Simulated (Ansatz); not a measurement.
# A hypothetical structure for VCuSnAs, part 2 of 2

Starting from a made-up structure for VCuSnAs, the aim is the relaxed cell, its shortest contacts and, where a second run follows, its electronic structure.

Ansatz 0.2.0; DFT, PBEsol, plane-wave PAW, files of the set soft_1, scalar-relativistic, ferromagnetic start, cell and ions relaxed at zero pressure; PAW set soft_1 (the session's first sound run).

So far: Starting point; Relaxation of the guess. The relaxed cell has a = 3.902, c = 8.504 Å (conventional setting).

In doubt: warnings of the run leave room for a lower electronic state, so energies may not be the lowest and differences between runs may mislead.

## 3. Bands of the relaxed cell

A second self-consistent run takes a narrower smearing and the mesh shown in its input; the bands follow along the standard path of the relaxed lattice.

This step: DFT, PBEsol, plane-wave PAW, files of the set soft_1, scalar-relativistic, ferromagnetic start, bands and density of states at the relaxed cell; PAW set soft_1 (Ansatz 0.2.0).

Input file input.yaml:

```yaml
crystal:
  lattice:
    - [3.9023538103, 0.0, 0.0]
    - [0.0, 3.9023538103, 0.0]
    - [0.0, 0.0, 8.5042216644]
  atoms:
    - { symbol: Sn, position: [0.0, 0.0, 0.0] }
    - { symbol: Sn, position: [0.5, 0.5, 0.0] }
    - { symbol: As, position: [0.5, 0.0, 0.6800687035] }
    - { symbol: As, position: [0.0, 0.5, 0.3199312965] }
    - { symbol: Cu, position: [0.0, 0.0, 0.5] }
    - { symbol: Cu, position: [0.5, 0.5, 0.5] }
    - { symbol: V, position: [0.5, 0.0, 0.2474643914], spin: 1.5 }
    - { symbol: V, position: [0.0, 0.5, 0.7525356086], spin: 1.5 }
magnetization:
  spin_polarized: true
kpoints:
  mp_grid: { grid: [8, 8, 4] }
  band_path:
    path:
      - [[0.0, 0.0, 0.0], [0.0, 0.5, 0.0], [0.5, 0.5, 0.0], [0.0, 0.0, 0.0], [0.0, 0.0, 0.5], [0.0, 0.5, 0.5], [0.5, 0.5, 0.5], [0.0, 0.0, 0.5]]
      - [[0.0, 0.5, 0.0], [0.0, 0.5, 0.5]]
      - [[0.5, 0.5, 0.0], [0.5, 0.5, 0.5]]
    npoints: 8
scf:
  occupations: { method: fermi_dirac, width: 0.03 }
  n_extra_bands: 14
hamiltonian:
  xc: pbesol
  pseudopotentials: { kind: paw, azcp: { folder: soft_1 }, xc_functional: pbe }
output:
  forces: true
  stress: true
  write_bands: true
  dos: { projected: true }
  write_density: true
  write_potential: true
  elf: true
  volumetric_format: npy
```

On the command line:

```bash
$ ansatz run input.yaml --threads 4 --pin off --max-ram 10240MiB --backend cpu --events-out ev --progress --plain --runs-dir out
```

Numbers of over 12 decimals in the logs are rounded to 6 here.

The log of the run:

```text
[...]
Crystal: 8 atoms, lattice volume = 129.505 Å³
Basis set: ecut = 420 eV, 2581 PW (Γ), exchange–correlation on 54×54×120 points (8 copies of the dense FFT grid, shifted against one another)
Bands: 75, of which v1, the nominal top of the filled ones, is band 61 counted from 1 (60 counted from 0)
Symmetry: 16 space group operations
[...]
k-points: 45 of 256
[...]
Starting moments: Σ|m| = 3 μB on 2 of 8 sites
[...]
SCF iter   1: F=—  HF=-40476.826613 eV  |F-HF|=—  |Δ(HF+E_count)|=         —  Δρ=1.29e-1 (↑1.29e-1 ↓1.18e-1)  dr2=7.15e1  dr2_m=9.18e-2  M=2.653 μB ∫|m|=3.364 μB  β_m=0.30  ethr=3.10e-3  ⟨swp⟩=6.1  Hψ=23514  notcnv=0  defer=1
[...]
SCF iter  19: F=-40473.034316 eV  HF=-40473.034316 eV  |F-HF|=1.04e-8  |Δ(HF+E_count)|=  7.71e-10  Δρ=1.97e-6 (↑1.97e-6 ↓6.43e-7)  dr2=1.15e-8  dr2_m=6.31e-10  M=2.880 μB ∫|m|=3.781 μB  ethr=3.65e-12  ⟨swp⟩=11.3  Hψ=45354  notcnv=0
SCF 1 converged in 19 iterations: F = -40473.034316 eV  dr2 = 1.15e-8
[...]
WARN: an SCF from antiferromagnetic starting moments (0.00, 0.00, 0.00, 0.00, 0.00, 0.00, -1.55, 1.55 Bohr magnetons, atom by atom) was not made, by what the run has read of turns of its moments that order reads lower: the deck asks for what bars it, or types moments that do (magnetization.spin_polarized, in the input reference, names some of the keys), or the run goes by scf.lower_state_search: light, the default, which as a rule tries one only behind a close that has lost an order of both signs, or on which an open d or half-filled 4f shell of a PAW file has lost a moment that was set nearer to Hund's than to what is left; [rest of the remark cut]
NSCF: frozen V_eff on 75 k-points
SCF converged after 19 iterations
Magnetization: 2.8796 μB (62.4398 up, 59.5602 down)
Absolute magnetization: 3.7868 μB (∫|ρ↑−ρ↓|, with the PAW one-centre terms)
[...]
Per-site moments (μB) at R_I (Å): [(-0.061263, 1.138245), (-0.061263, 1.138245), (-0.060236, 1.023142), (-0.060236, 1.023142), (-0.023940, 1.023142), (-0.023940, 1.023142), (1.511186, 1.166287), (1.511186, 1.166287)]
Free energy (F): -40473.034316 eV
[...]
Internal energy: -40473.014556 eV  (E = F + TS)
E sigma→0 (E₀):  -40473.024436 eV
Entropy (-TS):   -0.019760 eV (-2.470 meV/atom)
Fermi energy:    15.149045 eV
[...]
--- Forces (eV/Å), atoms counted from 1 ---
  atom   1  Sn     0.00000000     0.00000000    -0.00000000
  atom   2  Sn     0.00000000     0.00000000     0.00000000
  atom   3  As     0.00000000     0.00000000     0.02683352
  atom   4  As     0.00000000     0.00000000    -0.02683352
  atom   5  Cu     0.00000000     0.00000000     0.00000000
  atom   6  Cu     0.00000000     0.00000000     0.00000000
  atom   7  V      0.00000000     0.00000000     0.01462647
  atom   8  V      0.00000000     0.00000000    -0.01462647
  max |Σ_I F_I| component: 2.43e-17 eV/Å
--- Stress (GPa, compression-positive) ---
        0.108266       0.000000       0.000000
        0.000000       0.108266       0.000000
        0.000000       0.000000      -0.011525
  P = ⅓ Tr σ = 0.0683 GPa (0.683 kbar)
--- Band table (eV; the first three rows and the last of 90) ---
  k-point 0 ↑: bands = [... 57 lower, 13.9165, 14.7453, 14.7976, 14.8317, 14.8317, 15.0898, 15.0898, 15.6453, ... 10 higher]
  k-point 1 ↑: bands = [... 57 lower, 13.7872, 14.7483, 14.7947, 14.9092, 14.9092, 15.0991, 15.0991, 15.6406, ... 10 higher]
  k-point 2 ↑: bands = [... 57 lower, 13.5635, 14.7516, 14.7914, 15.0276, 15.0276, 15.0671, 15.0671, 15.6355, ... 10 higher]
  k-point 44 ↓: bands = [... 57 lower, 12.6043, 13.4083, 13.4083, 16.3646, 16.3646, 16.6693, 16.6693, 16.8487, ... 10 higher]
```

Run time: 47 s. Hardware: 4 threads of Arm Neoverse V1, shared host; peak memory 1 GiB; 3.1 min of CPU time.

Reading the cycles: dr2 is the Hartree energy of the density residual (eV), the measure of convergence; HF is the Harris–Foulkes estimate of the energy, which meets the free energy F at convergence.

This step gave:

```
free energy             : -40473.0343 eV
energy at zero smearing : -40473.0244 eV
smearing term TS        : 0.01976 eV
Fermi energy            : 15.15 eV
magnetization           : 2.880 μB
absolute magnetization  : 3.787 μB
site moments            : -0.06126, -0.06126, -0.06024, -0.06024, -0.02394, -0.02394, 1.511, 1.511 μB
pressure                : 0.06834 GPa
```

bands.tsv at the labelled points (eV, zero at the Fermi level; the bands that come nearest the Fermi level along the path):

```
point  band_60_up  band_61_up  band_62_up  band_63_up  band_56_dn  band_57_dn  band_58_dn  band_59_dn
    Γ       -0.32       -0.32       -0.06       -0.06       -1.27       -0.52       -0.05       -0.05
    X       -0.18       -0.18        0.11        0.11       -1.13       -1.13       -0.24       -0.24
    M       -0.10       -0.10        0.03        0.03       -2.18       -2.18       -1.57       -1.57
    Γ       -0.32       -0.32       -0.06       -0.06       -1.27       -0.52       -0.05       -0.05
    Z       -0.12       -0.12       -0.08       -0.08       -1.15       -0.95        0.14        0.14
    R       -0.20       -0.20        0.60        0.60       -0.26       -0.26        0.04        0.04
    A       -0.10       -0.10       -0.08       -0.08       -2.54       -2.54       -1.74       -1.74
    Z       -0.12       -0.12       -0.08       -0.08       -1.15       -0.95        0.14        0.14
    X       -0.18       -0.18        0.11        0.11       -1.13       -1.13       -0.24       -0.24
    R       -0.20       -0.20        0.60        0.60       -0.26       -0.26        0.04        0.04
    M       -0.10       -0.10        0.03        0.03       -2.18       -2.18       -1.57       -1.57
    A       -0.10       -0.10       -0.08       -0.08       -2.54       -2.54       -1.74       -1.74
```

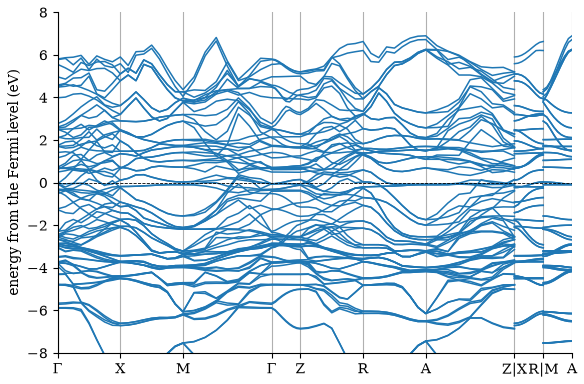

Bands along the path. 76 bands lie wholly below the window drawn.

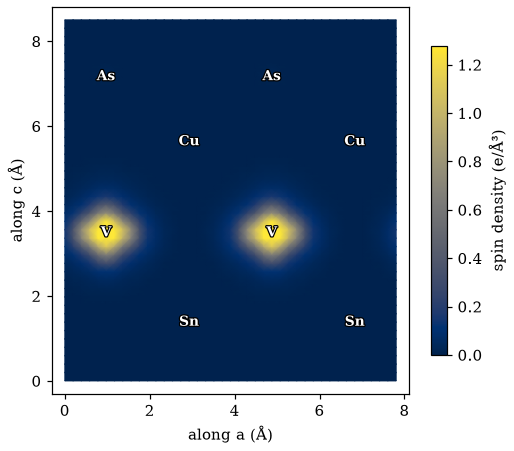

Spin density in the ac plane at fractional y = 0.000, with atoms of Sn and As and Cu and V within 0.2 Å of it. The map starts off the cell's origin, so that atoms lie inside it.

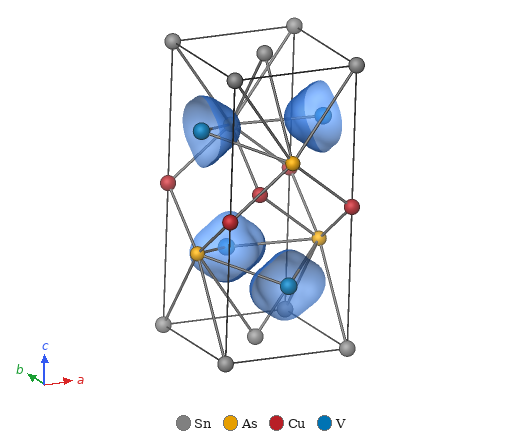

Surface of spin density = 0.07 e/Å³, which holds about 70 % of the integral of its size.

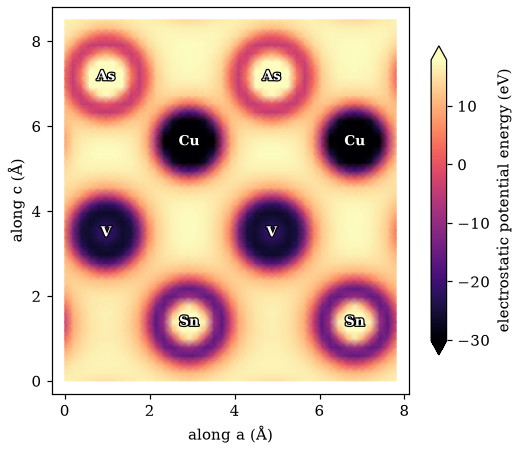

Electrostatic potential energy in the ac plane at fractional y = 0.000, with atoms of Sn and As and Cu and V within 0.2 Å of it. With pseudopotentials it is smooth inside the atoms' cores, unlike the true potential. The map starts off the cell's origin, so that atoms lie inside it.

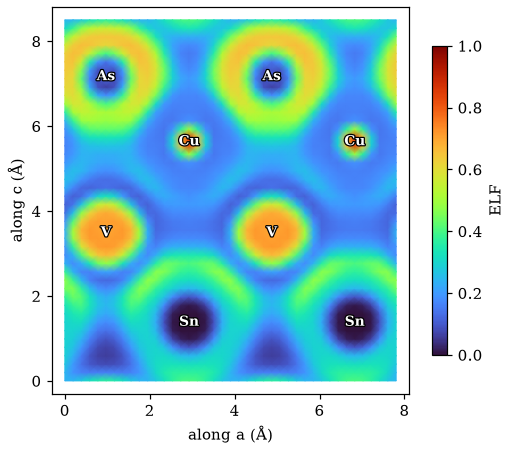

ELF in the ac plane at fractional y = 0.000, with atoms of Sn and As and Cu and V within 0.2 Å of it. It is the smooth field of the valence electrons, not physical close to the nuclei. The map starts off the cell's origin, so that atoms lie inside it.

## 4. Outcome

```
space group, relaxed : P4/nmm
conventional cell    : a = 3.902, b = 3.902, c = 8.504 Å; α = 90.0°, β = 90.0°, γ = 90.0°
volume per atom      : 16.19 Å³ (guess 16.96)
total moment         : 2.89 μB in the cell of 8 atoms
```

**Reading.** VCuSnAs relaxes to P4/nmm with a = 3.902, b = 3.902 and c = 8.504 Å. The guessed volume was 5 % too large. The space group P4/nmm was held in the relaxation, so the end point is a stationary structure within it and may be a saddle against distortions or other arrangements. The input starts from parallel moments, and no other start was typed. The electronic state may lie above the lowest one. Bands cross the Fermi level, so it is a metal or semimetal at this level. On the 8×8×4 mesh with the narrower smearing (relaxed on 7×7×3) the largest force component is 0.027 eV/Å and the largest stress component is 0.108 GPa, against the relaxation's thresholds of 0.015 eV/Å and 0.05 GPa. The cutoff wasn't tested. A vector of the cell changed its length by 13 %, more than the volume shows. No dispersion term is used, so weakly bound directions may come out too long. The program estimates, without running it, that another magnetic order lies lower than the one relaxed here. Nothing here tests whether the compound is stable against decomposition.

[Logs are printed without paths, hosts, clocks, repeated set-up lines and the standing remarks that a program may print on its own settings, such as how far it seeks lower states.]

[Hosts, paths, dates, database ids (printed as entryN), source tags and the programs' standing remarks are cut or masked in the printed files.]
